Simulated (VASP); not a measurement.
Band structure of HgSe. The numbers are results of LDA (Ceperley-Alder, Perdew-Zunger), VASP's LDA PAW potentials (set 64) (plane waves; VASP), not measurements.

The cell holds a wide vacuum, so values per volume refer to the whole cell. Unless said otherwise, spin-orbit coupling is left out, though it shifts the bands of the heavy elements here.

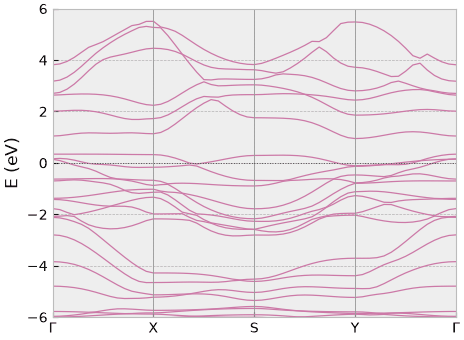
Figure: Bands along high-symmetry lines, zero at the valence-band maximum or, without a gap, the Fermi level

**Question.** Read the plot: is there a gap, and where are the band edges?

**Answer.** It has no gap at this level: it comes out as a metal or semimetal.

The cell is a sheet with vacuum, built from a database entry that may be metastable or hypothetical.
